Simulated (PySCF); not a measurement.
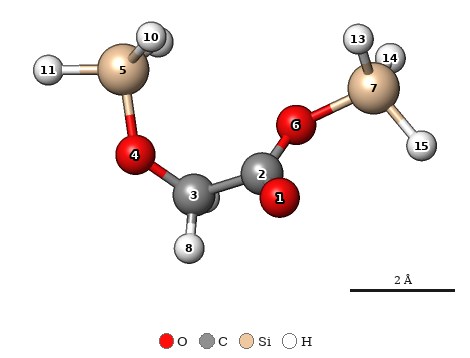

The structure as given in the input (ball-and-stick view, seen on its broad side; atoms are numbered from 1 in the order of the input).

C₂H₈O₃Si₂: NMR shielding calculation

C₂H₈O₃Si₂, SMILES O=C(CO[SiH3])O[SiH3], computed with GIAO PBE0/pcSseg-1 NMR shielding, non-relativistic, gas phase (PySCF 2.14.0).

The geometry comes from this level: GFN2-xTB, MD frame at 625 fs, 300 K. It belongs to a series of runs on one base structure; here: MD frame at 625 fs, 300 K. Figures and captions count atoms from 1; the log counts them from 0 in places.

Input file:
```
{"job": {"kind": "nmr", "xc": "PBE0", "basis": "pcSseg-1", "pop": false}, "charge": 0, "multiplicity": 1}
O      0.387100    -0.081100     1.936400
C     -0.105600    -0.298100     0.853700
C     -1.675300    -0.259100     0.521700
O     -2.199200     0.914700    -0.007600
Si    -1.707800     1.883700    -1.279000
O      0.575800    -0.606600    -0.263800
Si     2.267000    -0.841800    -0.409600
H     -2.082200    -0.567400     1.476300
H     -1.937300    -1.049800    -0.131700
H     -0.502700     2.682300    -0.859500
H     -2.986300     2.569700    -1.522900
H     -1.393200     1.025500    -2.446300
H      2.837900     0.475500    -0.425200
H      2.260500    -1.554300    -1.727600
H      2.598100    -1.882800     0.559600
```

The first line tells a small driver script what to run in PySCF; the rest is the geometry in Å.

Launched with:
```bash
OMP_NUM_THREADS=1 python <driver script> task.json out
```

Output:
```
coarse grid: 13640 points
cycle   1  E = -884.7892440212  dE =  8.088e-01  |g| = 1.107e+00  |ddm| = 3.433e+00
cycle   2  E = -884.3199572923  dE =  4.693e-01  |g| = 1.950e+00  |ddm| = 1.934e+00
cycle   3  E = -884.9969377435  dE = -6.770e-01  |g| = 2.631e-01  |ddm| = 1.347e+00
cycle   4  E = -885.0074920327  dE = -1.055e-02  |g| = 1.206e-01  |ddm| = 2.311e-01
cycle   5  E = -885.0099683717  dE = -2.476e-03  |g| = 1.835e-02  |ddm| = 7.363e-02
cycle   6  E = -885.0100291590  dE = -6.079e-05  |g| = 6.883e-03  |ddm| = 1.879e-02
cycle   7  E = -885.0100368677  dE = -7.709e-06  |g| = 1.863e-03  |ddm| = 4.962e-03
final grid: 122872 points
cycle   8  E = -885.0810836958  dE = -6.542e-06  |g| = 1.348e-02  |ddm| = 1.737e-02
cycle   9  E = -885.0810289162  dE =  5.478e-05  |g| = 2.222e-02  |ddm| = 1.922e-02
cycle  10  E = -885.0811127487  dE = -8.383e-05  |g| = 2.405e-03  |ddm| = 1.277e-02
cycle  11  E = -885.0811137647  dE = -1.016e-06  |g| = 4.437e-04  |ddm| = 1.570e-03
cycle  12  E = -885.0811137991  dE = -3.447e-08  |g| = 1.065e-04  |ddm| = 3.671e-04
cycle  13  E = -885.0811138016  dE = -2.496e-09  |g| = 2.372e-05  |ddm| = 1.002e-04
cycle  14  E = -885.0811138018  dE = -1.096e-10  |g| = 7.362e-06  |ddm| = 2.394e-05
```

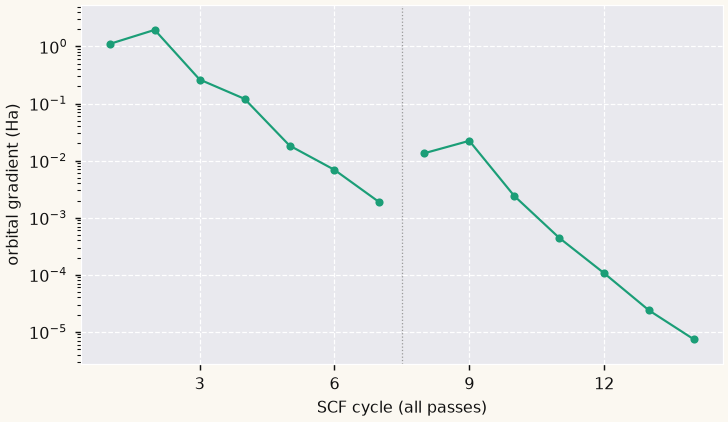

Convergence of the self-consistent field: orbital gradient against the SCF cycle. The dotted line marks the change from a coarse to the final integration grid. The first 7 cycles use a coarse grid, the final grid takes over at cycle 8, and the field converges after 14 cycles in all.

```
converged SCF energy = -885.0811138018

GIAO shielding tensors (ppm)
atom      isotropic    diamagn.    paramagn.     s11        s22        s33       span
  0 O     -133.647     402.708    -536.355   -376.806   -275.095    250.959    627.766
  1 C        7.441     252.937    -245.495    -94.312     48.741     67.894    162.206
  2 C      112.768     243.022    -130.253     95.239    105.863    137.203     41.964
  3 O      332.774     391.264     -58.490    260.513    342.724    395.084    134.570
  4 Si     380.057     878.725    -498.668    341.183    345.022    453.965    112.782
  5 O      135.689     403.889    -268.200     -5.630    197.240    215.457    221.087
  6 Si     381.841     880.350    -498.509    344.797    354.437    446.290    101.493
  7 H       27.662      28.264      -0.602     24.199     27.680     31.105      6.906
  8 H       27.879      31.302      -3.423     24.723     27.039     31.874      7.150
  9 H       26.124      29.637      -3.513     23.264     24.868     30.239      6.975
 10 H       26.402      27.852      -1.449     22.745     24.824     31.637      8.892
 11 H       26.313      30.144      -3.831     23.650     25.156     30.132      6.482
 12 H       26.663      30.251      -3.588     23.141     25.353     31.494      8.353
 13 H       26.467      29.519      -3.052     23.235     25.552     30.615      7.380
 14 H       26.309      29.269      -2.960     23.205     24.984     30.738      7.532
```

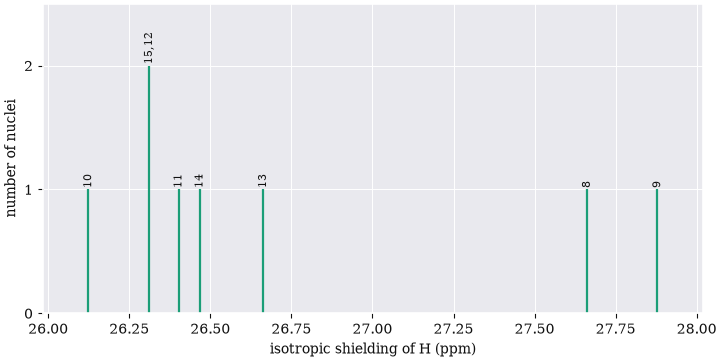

Isotropic shieldings of the hydrogen nuclei in this fixed geometry, labelled by atom number; shielding grows to the right, so chemical shift grows to the left. The least shielded is H10 (26.1 ppm), the most shielded H9 (27.9 ppm).

Summary:

- outcome: converged
- total energy: −885.081114 hartree
- HOMO: −7.76 eV
- LUMO: −0.56 eV
- dipole moment: 2.71 D
- isotropic shielding, O: −133.6 to 332.8 ppm
- isotropic shielding, C: 7.4 to 112.8 ppm
- isotropic shielding, Si: 380.1 to 381.8 ppm
- isotropic shielding, H: 26.1 to 27.9 ppm
- hardware: 1 CPU thread, shared host
- wall time: 37 s
- peak memory: 0.82 GiB
